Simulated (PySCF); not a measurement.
**AsS₃O (-3): NMR shifts at several levels of theory**

How much do the NMR shifts of AsS₃O (-3) (`[O-][As](=S)([S-])[S-]`) depend on the level of theory, and what does each level cost?

Programs: PySCF 2.14.0, with density-fitted response routines of our own. Each step states its level of theory. These are calculated values for one molecule in the gas phase, unless marked as measured. Atoms are numbered from 0 throughout.

## (1) The starting structure

5 atoms, charge -3, multiplicity 1; geometry from: GFN2-xTB.

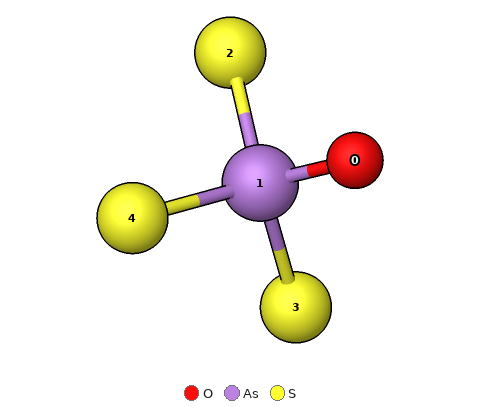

The starting geometry (oxygen red, arsenic purple, sulfur yellow), atoms numbered.

## (2) Geometry optimisation at PBE0-D3(BJ)/def2-SVP

What the job is given:

```
{"job": {"xc": "PBE0", "basis": "def2-SVP", "d3": "d3bj", "grid": 1, "kind": "geom"}, "charge": -3, "multiplicity": 1}
O     -0.118840    -1.002670     1.580300
As    -0.013990    -0.119820     0.188980
S     -0.216790    -1.464100    -1.523350
S     -1.619340     1.364500     0.164480
S      1.929390     0.878760     0.128180
```

Log:

```text
step   0  E = -3503.93593819  max force = 0.019301
step   1  E = -3503.93930582  max force = 0.003066
step   2  E = -3503.93944147  max force = 0.001655
step   3  E = -3503.93945114  max force = 0.000317
optimisation converged
```

Wall time 14 s (4 threads of Intel Xeon Platinum 8488C (Sapphire Rapids), shared host).

Step by step:

| step | energy from step 0 (eV) | largest force component (eV/Å) |
| --- | --- | --- |
| 0 | 0.0000 | 0.9925 |
| 1 | -0.0916 | 0.1577 |
| 2 | -0.0953 | 0.0851 |
| 3 | -0.0956 | 0.0163 |

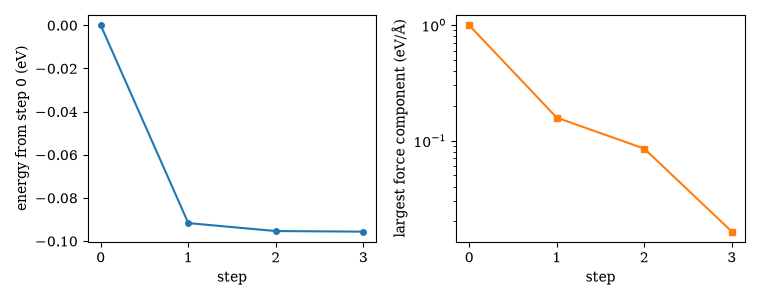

Energy and force, step by step.

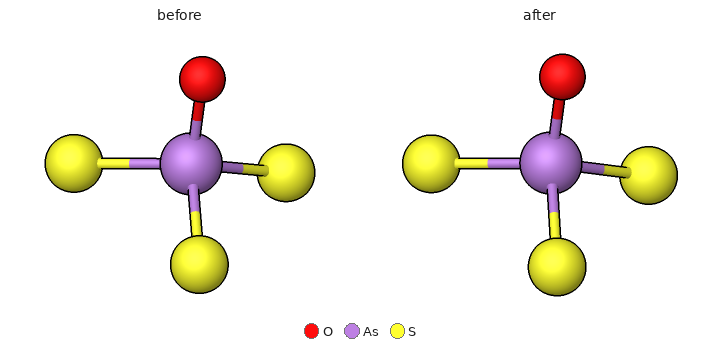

Before and after, at one scale.

Close pairs (by a distance rule), those that changed most:

| bond | before (Å) | after (Å) | change (Å) |
| --- | --- | --- | --- |
| As1–S4 | 2.186 | 2.247 | +0.061 |
| As1–S2 | 2.186 | 2.247 | +0.060 |
| As1–S3 | 2.187 | 2.244 | +0.058 |
| O0–As1 | 1.651 | 1.676 | +0.025 |

The end geometry stands in the next job.

| at the end point | value |
| --- | --- |
| point group (found at 0.08 Å tolerance) | C3v |
| rotational constants (GHz, main isotopes) | 1.669, 1.665, 1.179 |

## (3) Shielding tensors: PBE0/pcSseg-2

What the job is given:

```
{"job": {"kind": "nmr", "xc": "PBE0", "basis": "pcSseg-2", "pop": false}, "charge": -3, "multiplicity": 1}
O     -0.116075    -1.037712     1.616968
As    -0.015323    -0.133698     0.208759
S     -0.254196    -1.476905    -1.576373
S     -1.637308     1.417335     0.184396
S      1.983332     0.887650     0.104840
```

With the program's defaults for keys left out, this is: GIAO PBE0/pcSseg-2 NMR shielding, non-relativistic, gas phase.

Log:

```text
coarse grid: 31464 points
cycle   1  E = -3504.5308147202  dE = -1.269e-01  |g| = 1.455e+00  |ddm| = 2.147e+00
cycle   2  E = -3503.1614199203  dE =  1.369e+00  |g| = 2.838e+00  |ddm| = 5.579e+00
cycle   3  E = -3504.7180131127  dE = -1.557e+00  |g| = 8.104e-01  |ddm| = 5.206e+00
cycle   4  E = -3504.8645627052  dE = -1.465e-01  |g| = 1.543e-01  |ddm| = 7.465e-01
cycle   5  E = -3504.8663851647  dE = -1.822e-03  |g| = 7.373e-02  |ddm| = 1.311e-01
cycle   6  E = -3504.8674654850  dE = -1.080e-03  |g| = 2.863e-02  |ddm| = 9.772e-02
cycle   7  E = -3504.8676792790  dE = -2.138e-04  |g| = 4.431e-03  |ddm| = 3.159e-02
cycle   8  E = -3504.8676825109  dE = -3.232e-06  |g| = 2.022e-03  |ddm| = 4.869e-03
final grid: 59520 points
cycle   9  E = -3504.8676584446  dE =  2.581e-06  |g| = 3.867e-03  |ddm| = 6.114e-03
cycle  10  E = -3504.8676460413  dE =  1.240e-05  |g| = 8.337e-03  |ddm| = 1.089e-02
cycle  11  E = -3504.8676621167  dE = -1.608e-05  |g| = 8.201e-04  |ddm| = 7.047e-03
cycle  12  E = -3504.8676622596  dE = -1.429e-07  |g| = 2.101e-04  |ddm| = 6.717e-04
cycle  13  E = -3504.8676622649  dE = -5.307e-09  |g| = 6.242e-06  |ddm| = 1.128e-04
cycle  14  E = -3504.8676622650  dE = -1.910e-11  |g| = 2.755e-06  |ddm| = 1.380e-05
converged SCF energy = -3504.8676622650

GIAO shielding tensors (ppm)
atom      isotropic    diamagn.    paramagn.     s11        s22        s33       span
  0 O      -51.839     406.303    -458.142    -89.201    -88.313     21.996    111.198
  1 As     825.398    2864.753   -2039.355    733.729    734.050   1008.415    274.686
  2 S      302.733    1059.153    -756.419    -32.079     57.741    882.538    914.616
  3 S      304.572    1059.161    -754.588    -29.340     61.474    881.583    910.923
  4 S      302.603    1059.153    -756.550    -31.922     57.063    882.669    914.591
```

Run time: 24 s. Hardware: 4 threads of Intel Xeon Platinum 8488C (Sapphire Rapids), shared host.

The references, computed at this level on geometries of the same kind, shield at (ppm): ¹⁷O H2O 328.2, ³³S CS2 503, ⁷⁵As AsH3 1915. Their shielding less the atom's gives the shift. The references are single molecules in the gas phase, so shifts against H2O, NH3, PH3, H3PO4 or CFCl3 are not on the usual liquid scales and can be off by tens of ppm. Shifts against hydride references such as AlH4− lie on their own scale. Atoms listed in one row are averaged.

| atoms | environment | σ (ppm) | δ (ppm) |
| --- | --- | --- | --- |
| O0 | oxygen bonded to As | -51.8 | 380.0 |
| As1 | arsenic bonded to O, 3 S | 825 | 1089 |
| S2, S3, S4 | sulfur bonded to As | 303 | 200 |

## (4) Shielding tensors: PBE/pcSseg-2

What the job is given:

```
{"job": {"kind": "nmr", "xc": "PBE", "basis": "pcSseg-2", "pop": false}, "charge": -3, "multiplicity": 1}
O     -0.116075    -1.037712     1.616968
As    -0.015323    -0.133698     0.208759
S     -0.254196    -1.476905    -1.576373
S     -1.637308     1.417335     0.184396
S      1.983332     0.887650     0.104840
```

With the program's defaults for keys left out, this is: GIAO PBE/pcSseg-2 NMR shielding, non-relativistic, gas phase.

Log:

```text
coarse grid: 31464 points
cycle   1  E = -3504.3059317172  dE =  5.459e-02  |g| = 1.685e+00  |ddm| = 2.173e+00
cycle   2  E = -3499.3473774590  dE =  4.959e+00  |g| = 3.985e+00  |ddm| = 1.466e+01
cycle   3  E = -3504.0213743112  dE = -4.674e+00  |g| = 1.706e+00  |ddm| = 1.458e+01
cycle   4  E = -3504.7013515838  dE = -6.800e-01  |g| = 3.353e-01  |ddm| = 1.590e+00
cycle   5  E = -3504.6945065307  dE =  6.845e-03  |g| = 3.827e-01  |ddm| = 6.218e-01
cycle   6  E = -3504.7336860596  dE = -3.918e-02  |g| = 8.013e-02  |ddm| = 4.773e-01
cycle   7  E = -3504.7351688716  dE = -1.483e-03  |g| = 2.360e-02  |ddm| = 9.921e-02
cycle   8  E = -3504.7352406350  dE = -7.176e-05  |g| = 1.059e-02  |ddm| = 1.417e-02
cycle   9  E = -3504.7352673066  dE = -2.667e-05  |g| = 4.872e-03  |ddm| = 1.073e-02
cycle  10  E = -3504.7352712216  dE = -3.915e-06  |g| = 2.209e-03  |ddm| = 4.544e-03
final grid: 59520 points
cycle  11  E = -3504.7352246652  dE =  1.039e-05  |g| = 7.322e-03  |ddm| = 8.476e-03
cycle  12  E = -3504.7351041070  dE =  1.206e-04  |g| = 2.517e-02  |ddm| = 2.659e-02
cycle  13  E = -3504.7352357317  dE = -1.316e-04  |g| = 1.454e-03  |ddm| = 2.010e-02
cycle  14  E = -3504.7352364188  dE = -6.871e-07  |g| = 1.899e-04  |ddm| = 2.093e-03
cycle  15  E = -3504.7352364266  dE = -7.870e-09  |g| = 2.661e-05  |ddm| = 2.061e-04
cycle  16  E = -3504.7352364268  dE = -1.401e-10  |g| = 3.225e-06  |ddm| = 2.945e-05
converged SCF energy = -3504.7352364268

GIAO shielding tensors (ppm)
atom      isotropic    diamagn.    paramagn.     s11        s22        s33       span
  0 O     -116.316     408.351    -524.667   -165.251   -164.271    -19.427    145.824
  1 As     802.038    2864.701   -2062.663    699.802    700.079   1006.233    306.431
  2 S      218.879    1059.219    -840.340   -157.968    -46.294    860.900   1018.868
  3 S      220.830    1059.226    -838.396   -155.089    -42.333    859.911   1015.000
  4 S      218.747    1059.220    -840.473   -157.754    -47.050    861.044   1018.798
```

It took 17 s on 4 threads of Intel Xeon Platinum 8488C (Sapphire Rapids), shared host.

In short: δ O0 444.2, As1 1079, S2 278 ppm (means over like atoms).

## (5) Shielding tensors: wB97X-D/pcSseg-2

What the job is given:

```
{"job": {"kind": "nmr", "xc": "wB97X-D", "basis": "pcSseg-2", "pop": false}, "charge": -3, "multiplicity": 1}
O     -0.116075    -1.037712     1.616968
As    -0.015323    -0.133698     0.208759
S     -0.254196    -1.476905    -1.576373
S     -1.637308     1.417335     0.184396
S      1.983332     0.887650     0.104840
```

Method: GIAO wB97X-D/pcSseg-2 NMR shielding, non-relativistic, gas phase.

Log:

```text
coarse grid: 31464 points
cycle   1  E = -3505.3202394443  dE = -3.108e-01  |g| = 1.474e+00  |ddm| = 2.122e+00
cycle   2  E = -3505.0420117892  dE =  2.782e-01  |g| = 2.016e+00  |ddm| = 2.283e+00
cycle   3  E = -3505.6371383270  dE = -5.951e-01  |g| = 3.634e-01  |ddm| = 1.392e+00
cycle   4  E = -3505.6639665571  dE = -2.683e-02  |g| = 1.115e-01  |ddm| = 3.109e-01
cycle   5  E = -3505.6654408010  dE = -1.474e-03  |g| = 3.048e-02  |ddm| = 7.590e-02
cycle   6  E = -3505.6655764079  dE = -1.356e-04  |g| = 9.897e-03  |ddm| = 3.268e-02
cycle   7  E = -3505.6655982786  dE = -2.187e-05  |g| = 1.502e-03  |ddm| = 1.348e-02
cycle   8  E = -3505.6655994322  dE = -1.154e-06  |g| = 8.904e-04  |ddm| = 3.318e-03
final grid: 59520 points
cycle   9  E = -3505.6655078911  dE = -2.685e-06  |g| = 1.287e-03  |ddm| = 4.067e-03
cycle  10  E = -3505.6655079216  dE = -3.053e-08  |g| = 1.307e-03  |ddm| = 2.096e-03
cycle  11  E = -3505.6655082858  dE = -3.641e-07  |g| = 2.859e-04  |ddm| = 1.052e-03
cycle  12  E = -3505.6655082949  dE = -9.167e-09  |g| = 7.487e-05  |ddm| = 1.714e-04
cycle  13  E = -3505.6655082973  dE = -2.336e-09  |g| = 5.271e-05  |ddm| = 1.672e-04
cycle  14  E = -3505.6655082980  dE = -7.458e-10  |g| = 1.299e-05  |ddm| = 5.646e-05
converged SCF energy = -3505.6655082980

GIAO shielding tensors (ppm)
atom      isotropic    diamagn.    paramagn.     s11        s22        s33       span
  0 O      -22.334     406.036    -428.369    -56.174    -55.305     44.478    100.652
  1 As     794.441    2864.873   -2070.433    705.195    705.485    972.643    267.448
  2 S      316.593    1059.520    -742.927    -13.055     64.856    897.977    911.031
  3 S      318.548    1059.529    -740.981    -10.193     68.795    897.041    907.235
  4 S      316.439    1059.520    -743.081    -12.874     64.069    898.122    910.996
```

Run time: 28 s. Hardware: 4 threads of Intel Xeon Platinum 8488C (Sapphire Rapids), shared host.

In short: δ O0 349.2, As1 1095, S2 183 ppm (means over like atoms).

## (6) NMR shieldings: KT2/pcSseg-2

What the job is given:

```
{"job": {"kind": "nmr", "xc": "KT2", "basis": "pcSseg-2", "pop": false}, "charge": -3, "multiplicity": 1}
O     -0.116075    -1.037712     1.616968
As    -0.015323    -0.133698     0.208759
S     -0.254196    -1.476905    -1.576373
S     -1.637308     1.417335     0.184396
S      1.983332     0.887650     0.104840
```

Method: GIAO KT2/pcSseg-2 NMR shielding, non-relativistic, gas phase.

Log:

```text
coarse grid: 31464 points
cycle   1  E = -3524.6231306222  dE =  9.137e-02  |g| = 1.391e+00  |ddm| = 2.130e+00
cycle   2  E = -3519.5843591380  dE =  5.039e+00  |g| = 3.721e+00  |ddm| = 1.551e+01
cycle   3  E = -3524.6192480907  dE = -5.035e+00  |g| = 1.208e+00  |ddm| = 1.539e+01
cycle   4  E = -3525.0249002143  dE = -4.057e-01  |g| = 3.069e-01  |ddm| = 1.691e+00
cycle   5  E = -3525.0293362390  dE = -4.436e-03  |g| = 2.526e-01  |ddm| = 3.829e-01
cycle   6  E = -3525.0413350959  dE = -1.200e-02  |g| = 8.348e-02  |ddm| = 2.807e-01
cycle   7  E = -3525.0434243026  dE = -2.089e-03  |g| = 2.937e-02  |ddm| = 1.150e-01
cycle   8  E = -3525.0435665979  dE = -1.423e-04  |g| = 1.183e-02  |ddm| = 2.046e-02
cycle   9  E = -3525.0436014894  dE = -3.489e-05  |g| = 3.434e-03  |ddm| = 1.148e-02
cycle  10  E = -3525.0436040693  dE = -2.580e-06  |g| = 5.400e-04  |ddm| = 3.176e-03
final grid: 59520 points
cycle  11  E = -3525.0435848128  dE =  6.983e-08  |g| = 1.174e-03  |ddm| = 2.551e-03
cycle  12  E = -3525.0435822938  dE =  2.519e-06  |g| = 3.241e-03  |ddm| = 5.212e-03
cycle  13  E = -3525.0435851608  dE = -2.867e-06  |g| = 5.399e-04  |ddm| = 3.731e-03
cycle  14  E = -3525.0435852247  dE = -6.387e-08  |g| = 9.541e-05  |ddm| = 5.484e-04
cycle  15  E = -3525.0435852268  dE = -2.116e-09  |g| = 1.535e-05  |ddm| = 1.094e-04
cycle  16  E = -3525.0435852268  dE = -5.366e-11  |g| = 3.179e-06  |ddm| = 1.930e-05
converged SCF energy = -3525.0435852268

GIAO shielding tensors (ppm)
atom      isotropic    diamagn.    paramagn.     s11        s22        s33       span
  0 O     -116.823     408.143    -524.966   -167.570   -166.597    -16.302    151.268
  1 As     880.960    2869.610   -1988.649    782.704    782.973   1077.205    294.501
  2 S      249.292    1061.234    -811.942   -113.030     -2.244    863.150    976.179
  3 S      251.156    1061.240    -810.085   -110.262      1.546    862.183    972.446
  4 S      249.159    1061.235    -812.076   -112.847     -2.969    863.293    976.141
```

Wall time 17 s (4 threads of Intel Xeon Platinum 8488C (Sapphire Rapids), shared host).

In short: δ O0 441.2, As1 1046, S2 275 ppm (means over like atoms).

## (7) NMR shieldings: HF/pcSseg-2

What the job is given:

```
{"job": {"kind": "nmr", "xc": "HF", "basis": "pcSseg-2", "pop": false}, "charge": -3, "multiplicity": 1}
O     -0.116075    -1.037712     1.616968
As    -0.015323    -0.133698     0.208759
S     -0.254196    -1.476905    -1.576373
S     -1.637308     1.417335     0.184396
S      1.983332     0.887650     0.104840
```

Level: GIAO HF/pcSseg-2 NMR shielding, non-relativistic, gas phase.

Log:

```text
final grid: 59520 points
cycle   1  E = -3501.3033001093  dE = -4.852e-01  |g| = 1.043e+00  |ddm| = 2.111e+00
cycle   2  E = -3501.4139420582  dE = -1.106e-01  |g| = 8.449e-01  |ddm| = 1.322e+00
cycle   3  E = -3501.5091265601  dE = -9.518e-02  |g| = 9.619e-02  |ddm| = 4.224e-01
cycle   4  E = -3501.5116299796  dE = -2.503e-03  |g| = 3.427e-02  |ddm| = 1.142e-01
cycle   5  E = -3501.5120276851  dE = -3.977e-04  |g| = 1.131e-02  |ddm| = 4.591e-02
cycle   6  E = -3501.5120918822  dE = -6.420e-05  |g| = 4.751e-03  |ddm| = 2.001e-02
cycle   7  E = -3501.5121026765  dE = -1.079e-05  |g| = 1.318e-03  |ddm| = 8.822e-03
cycle   8  E = -3501.5121042302  dE = -1.554e-06  |g| = 3.773e-04  |ddm| = 4.352e-03
cycle   9  E = -3501.5121043113  dE = -8.113e-08  |g| = 1.656e-04  |ddm| = 8.467e-04
cycle  10  E = -3501.5121043264  dE = -1.507e-08  |g| = 4.971e-05  |ddm| = 3.176e-04
cycle  11  E = -3501.5121043291  dE = -2.739e-09  |g| = 1.643e-05  |ddm| = 1.751e-04
cycle  12  E = -3501.5121043293  dE = -2.165e-10  |g| = 8.832e-06  |ddm| = 3.952e-05
converged SCF energy = -3501.5121043293

GIAO shielding tensors (ppm)
atom      isotropic    diamagn.    paramagn.     s11        s22        s33       span
  0 O       86.300     403.615    -317.315     63.035     63.687    132.178     69.143
  1 As    1011.008    2863.158   -1852.150    945.439    945.719   1141.865    196.426
  2 S      478.214    1058.607    -580.393    226.127    273.919    934.597    708.470
  3 S      479.866    1058.617    -578.751    228.644    277.107    933.847    705.203
  4 S      478.123    1058.607    -580.484    226.273    273.397    934.700    708.427
```

Run time: 14 s. Hardware: 4 threads of Intel Xeon Platinum 8488C (Sapphire Rapids), shared host.

In short: δ O0 240.0, As1 960, S2 43 ppm (means over like atoms).

## (8) Run by run: NMR shifts

Shifts (ppm), means over like atoms, with basis size and wall time:

| run | O0 | As1 | S2 | functions | time |
| --- | --- | --- | --- | --- | --- |
| PBE0/pcSseg-2 | 380.0 | 1089 | 200 | 228 | 24 s |
| PBE/pcSseg-2 | 444.2 | 1079 | 278 | 228 | 17 s |
| wB97X-D/pcSseg-2 | 349.2 | 1095 | 183 | 228 | 28 s |
| KT2/pcSseg-2 | 441.2 | 1046 | 275 | 228 | 17 s |
| HF/pcSseg-2 | 240.0 | 960 | 43 | 228 | 14 s |

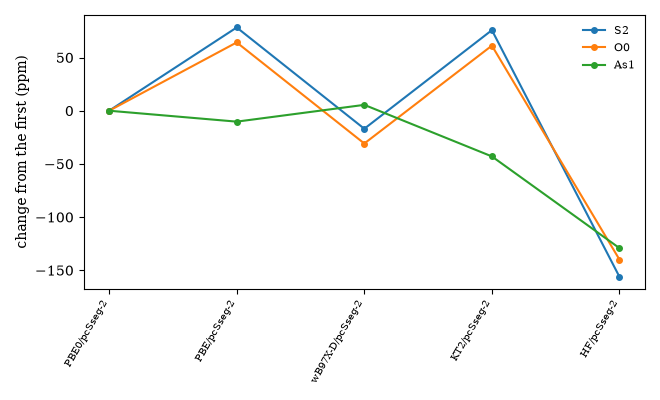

How the tabulated atoms move from run to run.

## (9) Results

| quantity | value |
| --- | --- |
| point group | C3v |
| rotational constants (main isotopes) | 1.67, 1.66, 1.18 GHz |
| ¹⁷O shifts against H2O (PBE0/pcSseg-2) | 380.0 ppm |
| ⁷⁵As shifts against AsH3 (PBE0/pcSseg-2) | 1089 ppm |
| ³³S shifts against CS2 (PBE0/pcSseg-2, means over atoms taken as alike) | 200 ppm |
| range of the shift of S2 | 43 to 278 ppm |

Single values in the summary come from the first run of each kind that ended normally (PBE0/pcSseg-2), which need not be the best level. Relaxing lowered the energy by 0.096 eV in 3 steps; the close pair that moved most is As1–S4, from 2.186 to 2.247 Å. No frequency check was run at this level, so the end point may be a saddle. At PBE0/pcSseg-2: The largest span, 913 ppm, is at S2, S3, S4, where the paramagnetic term is -756 ppm. In ppm, S2 (with its like atoms) moves most: its shift spreads over 234 ppm, from 43 (HF/pcSseg-2) to 278 (PBE/pcSseg-2). Spin-orbit coupling is left out, which matters for shieldings and couplings at and beside the heavy atoms. At PBE0/pcSseg-2 the HOMO lies above zero (+6.98 eV), as often for anions in the gas phase: self-interaction error lifts it, or the electron is held by the finite basis alone; counter-ions and solvent are missing.
